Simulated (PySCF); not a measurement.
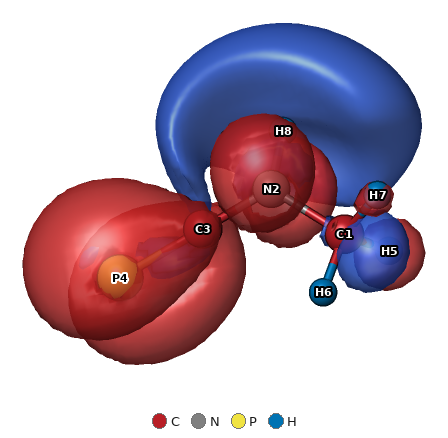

C₂H₄NP, SMILES `CNC#P`. Unrelaxed difference density of S₃ less the ground state (full linear response singlet states), ±0.008 e/Å³; blue: gain, red: loss.

Method: PBE0/6-311+G**; geometry: GFN2-xTB; program: PySCF. No frequency check shows the geometry to be a minimum. GFN2-xTB bond lengths at metals and heavier atoms can be off by up to 0.1 Å and shapes distorted, which carries into these values.

Question: How does the charge move on excitation?

Answer: 0.82 e is displaced in all, largely into diffuse regions outside the molecule. The state: 4.92 eV (252 nm), f = 0.021, diffuse (Rydberg-like) orbital; the leading pair carries 98 %; hole on P4 (53 %), N2 (22 %) and C3 (17 %), electron on H8 (23 %), P4 (19 %) and C3 (17 %) (atom shares of so diffuse an orbital are rough); their centroids lie 1.7 Å apart.
